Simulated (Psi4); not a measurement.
# HF/STO-3G run of SiCNClF2 (SMILES N#C[Si](F)(F)Cl)

What is the energy change on altering one bond length of SiCNClF2 at HF/STO-3G? 

Program for the calculation: Psi4 1.11.

3 further runs of the same task are left out: 2 that didn't finish, 1 set aside as unsound or not needed.

## 1. The structure to begin with

SiCNClF2: 6 atoms, total charge 0, spin state singlet. SMILES: `N#C[Si](F)(F)Cl`. The shape is that of a PBE0-D4/def2-TZVP optimisation.

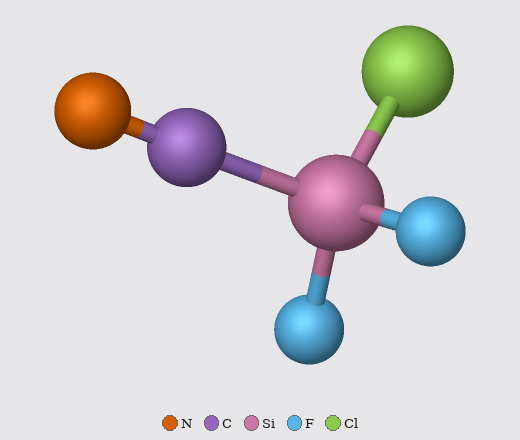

The structure, seen from a chosen angle (nitrogen orange, carbon purple, silicon pink, fluorine blue, chlorine green).

## 2. Energy and forces at HF/STO-3G

input.inp

```
memory 2200 MB

molecule system {
  0 1
  N      1.925400    -1.092200     1.077400
  C      1.030100    -0.609300     0.540000
  Si    -0.394400     0.176700    -0.290300
  F     -1.487900    -0.920300    -0.527700
  F      0.087600     0.719200    -1.679000
  Cl    -1.118900     1.661900     0.833400
  units angstrom
  symmetry c1
  no_reorient
  no_com
}

set puream true
set e_convergence 1e-09
set d_convergence 1e-08
set scf_type pk

result, w = gradient('hf/STO-3G', return_wfn=True)
oeprop(w, 'WIBERG_LOWDIN_INDICES', 'QUADRUPOLE', 'LOWDIN_CHARGES')
print_variables()
```

Started as:

```
$ psi4 input.inp input.out -n 1
```

input.out:

```text
[...]
  Running in c1 symmetry.
[...]
  Nuclear repulsion =  351.977762816507550
[...]
  Multiplicity = 1
[...]
  Nalpha       = 31
  Nbeta        = 31
[...]
    Number of basis functions: 38
[...]
   @RHF iter   1: -1027.27580943094449   -2.30787e+00   1.46984e-02 ADIIS/DIIS
[...]
   @RHF iter  12: -1027.50066159671974   -1.13687e-12   2.18512e-09 DIIS
[...]
    Orbital Energies [Eh]
    ---------------------
    Doubly Occupied:
       1A   -103.693952     2A    -68.213384     3A    -25.927201
       4A    -25.927037     5A    -15.391138     6A    -11.036769
       7A    -10.385493     8A     -7.829431     9A     -7.823452
      10A     -7.823446    11A     -6.180900    12A     -4.208102
      13A     -4.207552    14A     -4.206017    15A     -1.544610
      16A     -1.517870    17A     -1.186729    18A     -1.066771
      19A     -0.771818    20A     -0.639312    21A     -0.590189
      22A     -0.586083    23A     -0.531754    24A     -0.516656
      25A     -0.498595    26A     -0.483491    27A     -0.458435
      28A     -0.447059    29A     -0.445890    30A     -0.435389
      31A     -0.430602
[...]
  @RHF Final Energy: -1027.50066159671974
   => Energetics <=
    Nuclear Repulsion Energy =            351.9777628165075498
    One-Electron Energy =               -2128.9465958117507398
    Two-Electron Energy =                 749.4681713985235092
    Total Energy =                      -1027.5006615967197376
[...]
  -Total Gradient:
     Atom            X                  Y                   Z
    ------   -----------------  -----------------  -----------------
       1       -0.013076415144     0.007730997752    -0.006894193511
       2        0.015624777427    -0.011459948040     0.005093680765
       3       -0.029325589644     0.029783124485     0.002045887265
       4        0.016706390613     0.012673816539     0.003586627432
       5       -0.004178144698    -0.009058150377     0.018913561014
       6        0.014248981446    -0.029669840330    -0.022745562974
[...]
 Multipole Moments:
 ------------------------------------------------------------------------------------
     Multipole            Electronic (a.u.)      Nuclear  (a.u.)        Total (a.u.)
 ------------------------------------------------------------------------------------
 L = 1.  Multiply by 2.5417464519 to convert [e a0] to [Debye]
 Dipole X            :         32.6605608          -33.0460187           -0.3854579
 Dipole Y            :        -33.3647601           33.2875257           -0.0772344
 Dipole Z            :         -2.5751708            1.9371583           -0.6380126
 Magnitude           :                                                    0.7494018
 L = 2.  Multiply by 1.3450342976 to convert [e a0^2] to [Debye ang]
 Quadrupole XX       :       -305.6415912          270.5836007          -35.0579905
 Quadrupole XY       :        139.1615003         -136.3525804            2.8089199
[...]
```

It took 4.8 s on 1 thread of AMD EPYC 7R43 (Zen 3), shared host; peak memory 0.18 GiB.

## 3. The distorted shape: the energy at HF/STO-3G

cclf2nsi.xyz

```xyz
6
CClF2NSi
N      1.539796    -1.526205     2.188372
C      0.644496    -1.043305     1.650972
Si    -0.780004    -0.257305     0.820672
F     -1.873504    -1.354305     0.583272
F      0.087600     0.719200    -1.679000
Cl    -1.504504     1.227895     1.944372
```

run.py

```python
import psi4

psi4.set_memory(2200000000)
psi4.set_num_threads(1)
psi4.core.set_output_file('output.dat', False)

with open('cclf2nsi.xyz') as f:
    atoms = ''.join(f.readlines()[2:])
mol = psi4.geometry('0 1\n' + atoms + 'symmetry c1')

psi4.set_options({
    'basis': 'STO-3G',
    'puream': True,
    'e_convergence': 1e-09,
    'd_convergence': 1e-08,
    'scf_type': 'pk',
})

result = psi4.energy("hf", molecule=mol)
print(f'hf energy: {result:.10f} Eh')
```

Started as:

```
$ python run.py
```

output.dat:

```text
[...]
  Running in c1 symmetry.
[...]
  Nuclear repulsion =  316.171380276584557
[...]
  Multiplicity = 1
[...]
  Nalpha       = 31
  Nbeta        = 31
[...]
    Number of basis functions: 38
[...]
   @RHF iter   1: -1026.73933126417160   -2.22144e+00   1.55281e-02 ADIIS/DIIS
[...]
   @RHF iter  17: -1027.20989528948212   -1.13687e-12   6.22841e-09 DIIS
[...]
    Orbital Energies [Eh]
    ---------------------
    Doubly Occupied:
       1A   -103.706638     2A    -68.156018     3A    -25.949568
       4A    -25.875084     5A    -15.393344     6A    -11.043878
       7A    -10.396523     8A     -7.840421     9A     -7.834599
      10A     -7.834484    11A     -6.133661    12A     -4.159150
      13A     -4.157805    14A     -4.156716    15A     -1.539463
      16A     -1.377704    17A     -1.189198    18A     -1.068037
      19A     -0.762135    20A     -0.612110    21A     -0.563989
      22A     -0.553471    23A     -0.514869    24A     -0.472481
      25A     -0.462187    26A     -0.449745    27A     -0.446793
      28A     -0.446702    29A     -0.442925    30A     -0.435217
      31A     -0.257470
[...]
  @RHF Final Energy: -1027.20989528948212
   => Energetics <=
    Nuclear Repulsion Energy =            316.1713802765845571
    One-Electron Energy =               -2058.2977812105809790
    Two-Electron Energy =                 714.9165056445142454
    Total Energy =                      -1027.2098952894821196
[...]
 Multipole Moments:
 ------------------------------------------------------------------------------------
     Multipole            Electronic (a.u.)      Nuclear  (a.u.)        Total (a.u.)
 ------------------------------------------------------------------------------------
 L = 1.  Multiply by 2.5417464519 to convert [e a0] to [Debye]
 Dipole X            :         -1.7927850            1.3070290           -0.4857559
 Dipole Y            :          0.6085456           -0.7501240           -0.1415784
 Dipole Z            :         -2.3667403            1.9091705           -0.4575699
 Magnitude           :                                                    0.6821828
[...]
```

The script printed:

```text
hf energy: -1027.2098952895 Eh
```

Run time: 3.6 s. Hardware: 1 thread of AMD EPYC 7R43 (Zen 3), shared host; peak memory 0.18 GiB.

## 4. Summary of results

At HF/STO-3G:

| quantity | value |
| --- | --- |
| first shape: total energy | -1027.50066 Eh |
| first shape: dipole moment | 1.90 D |
| first shape: HOMO energy | -11.72 eV |
| first shape: LUMO energy | 7.44 eV |
| first shape: HOMO–LUMO gap | 19.16 eV |
| first shape: largest force on an atom | 2.152 eV/Å |
| distorted shape: total energy | -1027.20990 Eh |
| distorted shape: dipole moment | 1.73 D |
| distorted shape: HOMO energy | -7.01 eV |
| distorted shape: LUMO energy | 1.12 eV |
| distorted shape: HOMO–LUMO gap | 8.12 eV |
| energy change with the Si3–F5 bond stretched from 1.567 to 2.820 Å | 7.912 eV |

In words: One bond (distorted shape) is far stretched, which a spin-restricted single reference describes badly; a broken-symmetry solution may lie lower. With the Si3–F5 bond stretched from 1.567 to 2.820 Å the energy rises by 7.91 eV (182 kcal/mol). The first shape isn't relaxed at this level, so the change isn't measured from a minimum. A restricted reference can't describe the breaking bond well at this length. The minimal basis adds a large error of its own. The largest force (first shape) is 2.15 eV/Å: the shape isn't a stationary point for this species at this level.
